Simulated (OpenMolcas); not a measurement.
# Multiconfigurational calculation for Pb³⁺

System: Pb³⁺.
Method: state-averaged XMS-CASPT2, IPEA shift 0.6, imaginary shift 0.25 hartree, closed shells 5d correlated, active space 1 electron in the shells 6s 6p, basis ANO-RCC-VQZP, X2C scalar Hamiltonian, spin-orbit coupling by RASSI with atomic mean-field integrals (OpenMolcas).

**Results in brief**

- outcome: converged
- lowest level: 6s ²S₁/₂
- first excited level: 6p ²P°₁/₂, 80,405 cm⁻¹
- energy of the lowest spin-free term: −20882.78105 hartree
- energy of the lowest spin-orbit level: −20882.78105 hartree
- CASPT2 correlation energy: −0.3617 hartree
- largest spread among components of a term: 3.4 cm⁻¹
- lowest reference weight: 0.943
- hardware: 1 thread of Intel Xeon (Sapphire Rapids), 64 GiB of memory available, shared host
- wall time: 1.7 s

**Notes**

To bear in mind: spin-orbit splittings of 6p ions too small.

**The input**
```
&GATEWAY
Coord
1

Pb 0.0 0.0 0.0
Basis=ANO-RCC-VQZP
Group=XYZ
NoMove
AngMom=0.0 0.0 0.0
AMFI
RX2C
&SEWARD
&RASSCF
FileOrb=start.orb
Symmetry=1
Spin=2
nActEl=1 0 0
Inactive=20 19
Ras2=1 3
CIRoot=1 1 1
SDav=1
CIMx=300
Iter=120 100
PrWF=0.3
OrbListing=Nothing
MaxOrb=0
Atom
>>> COPY $Project.JobIph JOB001
&RASSCF
FileOrb=start.orb
Symmetry=2
Spin=2
nActEl=1 0 0
Inactive=20 19
Ras2=1 3
CIRoot=3 3 1
SDav=3
CIMx=300
Iter=120 100
PrWF=0.3
OrbListing=Nothing
MaxOrb=0
Atom
>>> COPY $Project.JobIph JOB002
&RASSI
NrOfJobIphs=2 1 3
1
1 2 3
IphNames
JOB001
JOB002
EJob
SpinOrbit
DIPRint=1.0
SOCoupling=1000.0
Subsets=2
MEES
Property=10
'ANGMOM' 1 'ANGMOM' 2 'ANGMOM' 3 'MLTPL  1' 1 'MLTPL  1' 2 'MLTPL  1' 3
'AMFI' 1 'AMFI' 2 'AMFI' 3 'MLTPL  2' 6
SOProperty=3
'ANGMOM' 1 'ANGMOM' 2 'ANGMOM' 3
>>> COPY JOB001 $Project.JobIph
&CASPT2
Multistate=1 1
Frozen=15 19
IPEA=0.6
Imaginary=0.25
MaxIter=60
WThr=0.0 0.3 0.05
PrWF=0.5
NoMix
>>> COPY JOB002 $Project.JobIph
&CASPT2
XMultistate=3 1 2 3
Frozen=15 19
IPEA=0.6
Imaginary=0.25
MaxIter=60
WThr=0.0 0.3 0.05
PrWF=0.5
NoMix
```

The file start.orb holds starting orbitals from an earlier step. A driver script formed the levels outside the program, from RASSI's spin-orbit matrix and the CASPT2 energies (for multi-state variants, the effective Hamiltonian), averaged over the components of each term or state. The log and the time are those of the CASPT2 step.

Launched with:
```bash
OMP_NUM_THREADS=1 MOLCAS_MEM=2252 MOLCAS_PROJECT=a pymolcas a.inp > a.log  # once for each step of the input, in one work folder
```

**The program's output (extracts)**
```
--- CASPT2 ---
Orbital specifications:
      -----------------------

      Symmetry species                           1   2
                                                ag  au
      Frozen orbitals                           15  19
      Inactive orbitals                          5   0
      Active orbitals                            1   3
      Secondary orbitals                        45  30
      Deleted orbitals                           0   0
      Number of basis functions                 66  52
Type of calculation                        SS-CASPT2
      Fock operator                              state-specific
      IPEA shift                                 0.60
      Real shift                                 0.00
      Imaginary shift                            0.25
      The input orbitals will be transformed to quasi-canonical
Reference energy:      -20882.4193929618
      E2 (Non-variational):      -0.3609279036
      Shift correction:          -0.0007306085
      E2 (Variational):          -0.3616585121
      Total energy:          -20882.7810514738
      Residual norm:              0.0000002364
      Reference weight:           0.94319
      Contributions to the CASPT2 correlation energy
      Active & Virtual Only:         -0.0000000000
      One Inactive Excited:          -0.0579616562
      Two Inactive Excited:          -0.3029662474
::    CASPT2 Root  1     Total energy: -20882.78105147
--- CASPT2 ---
Orbital specifications:
      -----------------------

      Symmetry species                           1   2
                                                ag  au
      Frozen orbitals                           15  19
      Inactive orbitals                          5   0
      Active orbitals                            1   3
      Secondary orbitals                        45  30
      Deleted orbitals                           0   0
      Number of basis functions                 66  52
Type of calculation                        XMS-CASPT2
      Fock operator                              state-average
      IPEA shift                                 0.60
      Real shift                                 0.00
      Imaginary shift                            0.25
      The input orbitals will be transformed to quasi-canonical
      The input states will be rotated to diagonalize the Fock operator
Reference energy:      -20882.0179629688
      E2 (Non-variational):      -0.3480733139
      Shift correction:          -0.0008365150
      E2 (Variational):          -0.3489098290
      Total energy:          -20882.3668727977
      Residual norm:              0.0000001186
      Reference weight:           0.94326
      Contributions to the CASPT2 correlation energy
      Active & Virtual Only:         -0.0000000000
      One Inactive Excited:          -0.0446629094
      Two Inactive Excited:          -0.3034104045
Reference energy:      -20882.0179629688
      E2 (Non-variational):      -0.3480879369
      Shift correction:          -0.0008367007
      E2 (Variational):          -0.3489246376
      Total energy:          -20882.3668876064
      Residual norm:              0.0000001189
      Reference weight:           0.94326
      Contributions to the CASPT2 correlation energy
      Active & Virtual Only:         -0.0000000000
      One Inactive Excited:          -0.0446565269
      Two Inactive Excited:          -0.3034314100
::    XMS-CASPT2 Root  1     Total energy: -20882.36688761
::    XMS-CASPT2 Root  2     Total energy: -20882.36687280
::    XMS-CASPT2 Root  3     Total energy: -20882.36687226
```

**Spin-orbit levels, grouped by J and assigned**

| Configuration | Level | E (cm⁻¹) | LS purity (%) | Landé g |
| --- | --- | --- | --- | --- |
| 6s | ²S₁/₂ | 0 | 100 | 2.002 |
| 6p | ²P°₁/₂ | 80,410 | 100 | 0.666 |
| 6p | ²P°₃/₂ | 96,150 | 100 | 1.334 |

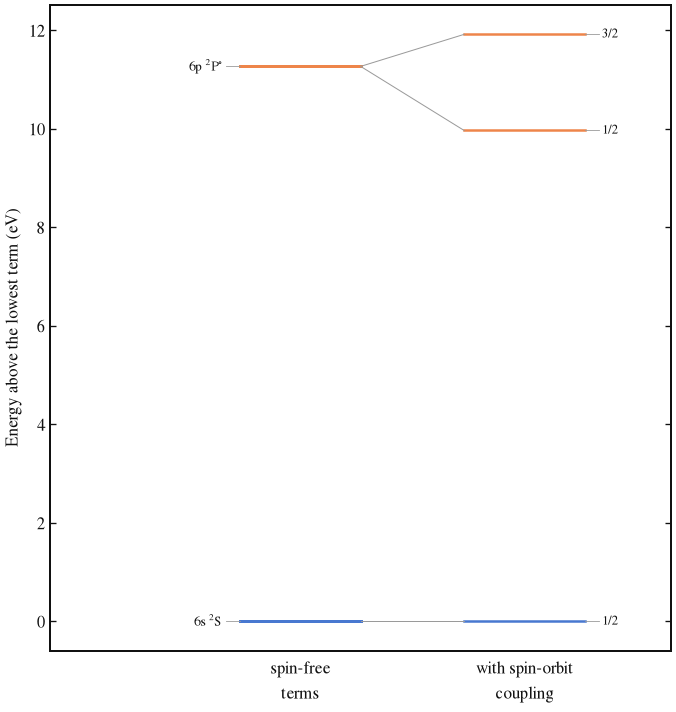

Figure 1. Terms of Pb³⁺ (lead, Z = 82) without and with spin-orbit coupling; numbers at the right are J. 6s ²S (at 0) gives the one level J = 1/2; 6p ²P° (at 11.3 eV) splits over 1.95 eV into J = 1/2, 3/2 from the bottom up (normal). The ground level lies 0 below the lowest term.
